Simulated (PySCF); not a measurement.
# C3H4BN3O2: runs on many settings

Aim: see how C3H4BN3O2 (`OB(O)c1ncncn1`) answers to the choice of functional, basis, grid and SCF options.

Computed with PySCF 2.14.0, with density-fitted response routines of our own, on a single molecule in the gas phase. Atoms are numbered from 0 throughout.

### 1 The molecule as given

13 atoms, charge 0, multiplicity 1; geometry from: GFN2-xTB, altered.

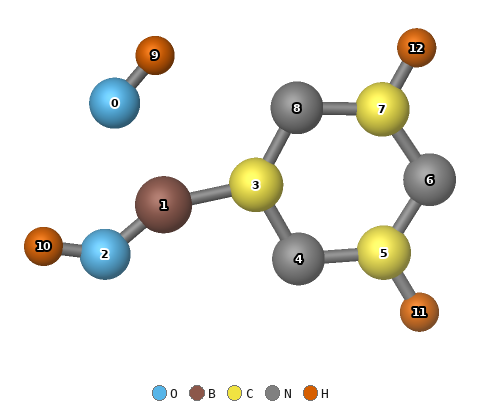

As it starts; oxygen blue, boron brown, carbon yellow, nitrogen grey, hydrogen orange, atoms numbered.

### 2 J couplings: CAM-B3LYP/LANL2DZ

The job: settings as JSON, then the geometry in Å.

```
{"job": {"kind": "j", "xc": "CAM-B3LYP", "basis": "LANL2DZ", "scf": {"max_cycle": 83}}, "charge": 0, "multiplicity": 1}
O      2.376407     1.068429     0.155206
B      1.551519    -0.482605     0.114331
O      2.417274    -1.275751     0.184393
C      0.141909    -0.134901     0.010877
N     -0.563811    -1.263149    -0.025562
C     -1.871664    -1.127743    -0.120387
N     -2.525243     0.021910    -0.181454
C     -1.748223     1.090744    -0.138796
N     -0.433019     1.076488    -0.044534
H      1.788258     1.824792     0.104560
H      3.369158    -1.180785     0.249859
H     -2.464406    -2.034258    -0.150045
H     -2.232907     2.059386    -0.185609
```

Level: CAM-B3LYP/LANL2DZ indirect spin-spin coupling, non-relativistic, gas phase.

Started as:

```
$ OMP_NUM_THREADS=1 python probes_run.py task.json out
```

The driver reads the jobs from task.json and runs them one after another.

Standard output:

```text
final grid: 121712 points
cycle   1  E = -455.7152572706  dE =  2.438e+00  |g| = 1.047e+00  |ddm| = 4.558e+00
cycle   2  E = -455.0284757947  dE =  6.868e-01  |g| = 1.999e+00  |ddm| = 2.770e+00
cycle   3  E = -455.9396618442  dE = -9.112e-01  |g| = 4.228e-01  |ddm| = 2.026e+00
cycle   4  E = -455.9766658646  dE = -3.700e-02  |g| = 8.984e-02  |ddm| = 3.986e-01
cycle   5  E = -455.9786474924  dE = -1.982e-03  |g| = 2.196e-02  |ddm| = 1.210e-01
cycle   6  E = -455.9787671827  dE = -1.197e-04  |g| = 1.409e-02  |ddm| = 4.034e-02
cycle   7  E = -455.9788254562  dE = -5.827e-05  |g| = 3.571e-03  |ddm| = 1.997e-02
cycle   8  E = -455.9788310448  dE = -5.589e-06  |g| = 1.598e-03  |ddm| = 6.635e-03
cycle   9  E = -455.9788322898  dE = -1.245e-06  |g| = 6.074e-04  |ddm| = 3.012e-03
cycle  10  E = -455.9788325430  dE = -2.531e-07  |g| = 2.265e-04  |ddm| = 1.693e-03
cycle  11  E = -455.9788325689  dE = -2.597e-08  |g| = 9.588e-05  |ddm| = 5.751e-04
cycle  12  E = -455.9788325722  dE = -3.270e-09  |g| = 2.828e-05  |ddm| = 2.122e-04
cycle  13  E = -455.9788325724  dE = -1.666e-10  |g| = 7.651e-06  |ddm| = 3.628e-05
converged SCF energy = -455.9788325724

Indirect spin-spin couplings (Hz)
  i      j    bonds     total        FC       PSO       DSO        SD
  0 O    1 B    1     10.925     6.706     4.826    -0.152    -0.455
  0 O    9 H    1    -65.197   -55.987    -8.703    -0.507         -
  0 O   10 H    3     -0.955    -1.914     1.014    -0.056         -
  1 B    2 O    1    -64.990   -68.624     4.521    -0.167    -0.721
  1 B    3 C    1    145.757   145.399    -0.688     0.485     0.561
  1 B    4 N    2     -5.033    -4.633    -0.238    -0.051    -0.110
  1 B    5 C    3      3.365     3.504    -0.059    -0.071    -0.009
  1 B    6 N    4      1.001     0.660     0.214     0.029     0.097
  1 B    7 C    3      4.595     4.622     0.018    -0.072     0.026
  1 B    8 N    2    -10.454   -10.373     0.012    -0.018    -0.076
  1 B    9 H    2     -1.359     0.224    -1.229    -0.188    -0.166
  1 B   10 H    2      8.731    11.108    -0.345    -1.907    -0.125
  1 B   11 H    4     -0.201    -0.003     0.122    -0.328     0.008
  2 O    9 H    3     -0.945    -2.105     0.791     0.370         -
  2 O   10 H    1   -143.753  -135.219    -7.937    -0.597         -
  3 C    9 H    3      0.134    -0.192    -0.028     0.354         -
  3 C   10 H    3      4.975     5.420     0.114    -0.559         -
  3 C   11 H    3      6.526     7.039     0.021    -0.535         -
  3 C   12 H    3      8.435     8.946     0.009    -0.520         -
  4 N    9 H    4      0.531     0.533    -0.100     0.098         -
  4 N   10 H    4      0.535     0.421    -0.071     0.184         -
  4 N   11 H    2    -12.267   -13.486     1.118     0.101         -
  4 N   12 H    4      1.265     1.170    -0.109     0.205         -
  5 C    9 H    5     -0.248    -0.042     0.001    -0.206         -
  5 C   10 H    5     -0.370    -0.078     0.090    -0.382         -
  5 C   11 H    1    218.209   217.535    -0.475     1.149         -
  5 C   12 H    3      7.426     7.985     0.040    -0.600         -
  6 N    9 H    6      0.237     0.104     0.069     0.063         -
  6 N   10 H    6      0.197     0.046     0.017     0.134         -
  6 N   11 H    2    -13.049   -14.306     1.143     0.114         -
  6 N   12 H    2    -13.068   -14.280     1.096     0.115         -
  7 C   11 H    3      7.790     8.338     0.053    -0.601         -
  7 C   12 H    1    222.669   221.947    -0.426     1.148         -
  8 N    9 H    4      1.410     1.626     0.084    -0.300         -
  8 N   11 H    4      1.420     1.330    -0.115     0.205         -
  8 N   12 H    2    -13.907   -15.142     1.133     0.102         -
  9 H   10 H    4     -2.823    -0.221     0.161    -2.763         -
  9 H   11 H    6     -0.808    -0.069     0.331    -1.070         -
  9 H   12 H    6      0.178    -0.042     0.026     0.195         -
 10 H   11 H    6     -0.980    -0.044     0.323    -1.259         -
 10 H   12 H    6     -0.890     0.003     0.295    -1.188         -
 11 H   12 H    4     -1.687    -0.106     0.545    -2.126         -
```

Wall time 9.6 s (1 thread of Intel Xeon 6975P-C, shared host); peak memory 0.57 GiB.

The run ended normally, but its values are not to be used for the molecule: one atom of the first bond was moved so that the bond is 1.3 times as long.

### 3 Shielding tensors: X3LYP/pcSseg-1

The job, as its differences from that of step 2:

```diff
@@ -1,4 +1,4 @@
-{"job": {"kind": "j", "xc": "CAM-B3LYP", "basis": "LANL2DZ", "scf": {"max_cycle": 83}}, "charge": 0, "multiplicity": 1}
+{"job": {"kind": "nmr", "xc": "X3LYP", "basis": "pcSseg-1", "pop": true}, "charge": 0, "multiplicity": 1}
 O      2.376407     1.068429     0.155206
-B      1.551519    -0.482605     0.114331
+B      1.741878    -0.124674     0.123764
 O      2.417274    -1.275751     0.184393
```

Method: GIAO X3LYP/pcSseg-1 NMR shielding, non-relativistic, gas phase.

Standard output:

```text
coarse grid: 12184 points
cycle   1  E = -455.9031641463  dE =  1.813e+00  |g| = 1.010e+00  |ddm| = 3.425e+00
cycle   2  E = -455.6745795250  dE =  2.286e-01  |g| = 1.513e+00  |ddm| = 1.564e+00
cycle   3  E = -456.0846428475  dE = -4.101e-01  |g| = 8.645e-02  |ddm| = 9.674e-01
cycle   4  E = -456.0855102977  dE = -8.675e-04  |g| = 5.782e-02  |ddm| = 1.041e-01
cycle   5  E = -456.0862354948  dE = -7.252e-04  |g| = 2.006e-02  |ddm| = 5.826e-02
cycle   6  E = -456.0863250761  dE = -8.958e-05  |g| = 5.053e-03  |ddm| = 1.739e-02
cycle   7  E = -456.0863301211  dE = -5.045e-06  |g| = 1.345e-03  |ddm| = 3.968e-03
final grid: 121712 points
cycle   8  E = -456.1674963389  dE = -5.380e-05  |g| = 4.655e-03  |ddm| = 2.239e-02
cycle   9  E = -456.1674938901  dE =  2.449e-06  |g| = 5.925e-03  |ddm| = 8.724e-03
cycle  10  E = -456.1675013109  dE = -7.421e-06  |g| = 8.576e-04  |ddm| = 4.516e-03
cycle  11  E = -456.1675014600  dE = -1.491e-07  |g| = 2.681e-04  |ddm| = 7.046e-04
cycle  12  E = -456.1675014711  dE = -1.115e-08  |g| = 1.317e-04  |ddm| = 2.316e-04
cycle  13  E = -456.1675014746  dE = -3.454e-09  |g| = 3.206e-05  |ddm| = 1.089e-04
cycle  14  E = -456.1675014748  dE = -2.132e-10  |g| = 1.036e-05  |ddm| = 2.924e-05
converged SCF energy = -456.1675014748

GIAO shielding tensors (ppm)
atom      isotropic    diamagn.    paramagn.     s11        s22        s33       span
  0 O      212.731     388.584    -175.854     76.459    262.397    299.336    222.877
  1 B       74.400     194.517    -120.118     49.771     83.951     89.477     39.706
  2 O      221.375     384.751    -163.376    114.582    256.858    292.685    178.103
  3 C       -2.197     256.425    -258.622    -93.032    -47.701    134.142    227.174
  4 N      -77.566     332.525    -410.091   -324.698   -188.994    280.993    605.691
  5 C        9.053     252.329    -243.276    -94.906      0.024    122.041    216.947
  6 N      -59.760     335.011    -394.771   -278.986   -176.716    276.422    555.407
  7 C       10.439     251.755    -241.317    -93.057      3.040    121.333    214.390
  8 N      -65.355     335.885    -401.240   -268.708   -199.896    272.540    541.248
  9 H       24.990      33.255      -8.265     16.883     23.344     34.744     17.861
 10 H       27.050      28.537      -1.487     21.049     23.584     36.517     15.468
 11 H       22.299      29.309      -7.010     17.671     23.182     26.046      8.375
 12 H       22.477      29.724      -7.247     17.621     23.380     26.429      8.808
```

Run time: 15 s. Hardware: 1 thread of Intel Xeon 6975P-C, shared host; peak memory 0.75 GiB.

The references, computed at this level on geometries of the same kind, shield at (ppm): 1H TMS 31.81, 13C TMS 182.2, 15N NH3 266.7, 17O H2O 336.7, 11B BF3·OEt2 97.5. Their shielding less the atom's gives the shift. The references are single molecules in the gas phase, so shifts against H2O, NH3, PH3, H3PO4 or CFCl3 are not on the usual liquid scales and can be off by tens of ppm. Atoms listed in one row are averaged.

```tsv
atoms	environment	σ (ppm)	δ (ppm)
C3	substituted aromatic carbon next to a ring nitrogen	-2.2	184.4
C5, C7	aromatic CH between two ring heteroatoms	9.7	172.4
H11, H12	hydrogen on an aromatic CH between two ring heteroatoms	22.39	9.42
H9, H10	hydrogen on an oxygen bonded to B	26.02	5.79
O0, O2	oxygen bonded to B, H	217.1	119.6
B1	boron bonded to C, 2 O	74.4	23.1
N4, N8	pyridine-type ring nitrogen	-71.5	338.2
N6	pyridine-type ring nitrogen	-59.8	326.5
```

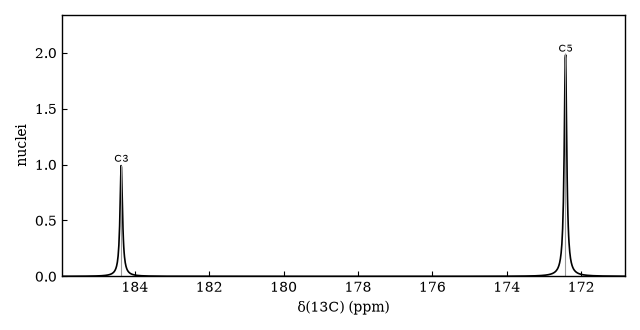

13C lines at the computed shifts, without couplings. Lines are broadened to a width of 0.08 ppm (Lorentzian).

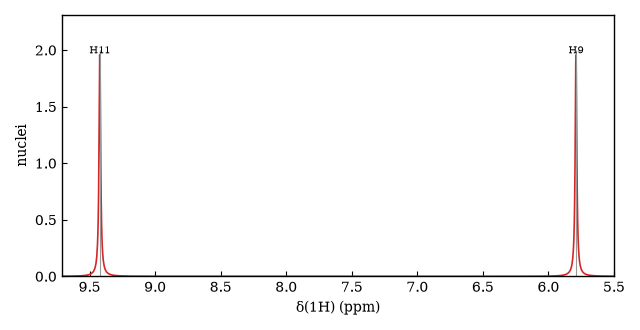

1H lines at the computed shifts, without couplings. Lines are broadened to a width of 0.01 ppm (Lorentzian).

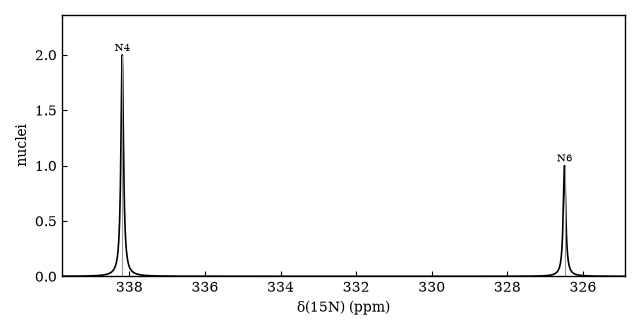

15N lines at the computed shifts, without couplings. Lines are broadened to a width of 0.08 ppm (Lorentzian).

The run also stored atomic charges by several schemes (e):

```tsv
atoms	Mulliken	IAO	Hirshfeld	ESP fit
O0, O2	-0.38	-0.54	-0.25	-0.68
B1	0.55	0.51	0.25	0.47
C3	0.14	0.13	0.07	1.01
N4, N8	-0.40	-0.31	-0.16	-0.99
C5, C7	0.27	0.15	0.10	0.95
N6	-0.37	-0.32	-0.17	-0.93
```

IAO charges:

O0 -0.55; B1 0.51; O2 -0.52; C3 0.13; N4 -0.29; C5 0.15; N6 -0.32; C7 0.15; N8 -0.33; H9 0.37; H10 0.37; H11 0.17; H12 0.16

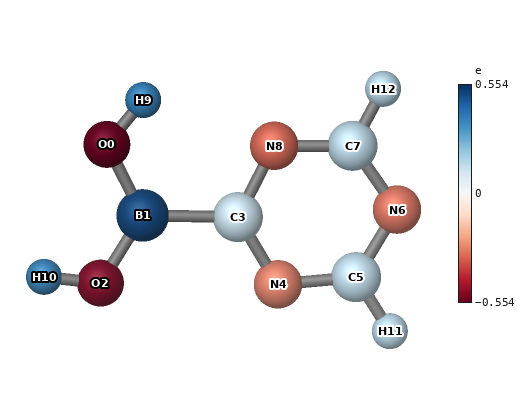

IAO charges, as colours on the atoms.

Mayer bond orders: O0–B1 1.28, B1–O2 1.32, B1–C3 0.85, C3–N4 1.40, N4–C5 1.50, C5–N6 1.47, N6–C7 1.48, C7–N8 1.49, N8–C3 1.37.

Ring of atoms C3, N4, C5, N6, C7, N8: NICS(0) -4.1, NICS(1) -10.4, NICS(1)zz -25.8 ppm (means of both faces).

(Part 1 of 2 ends here.)
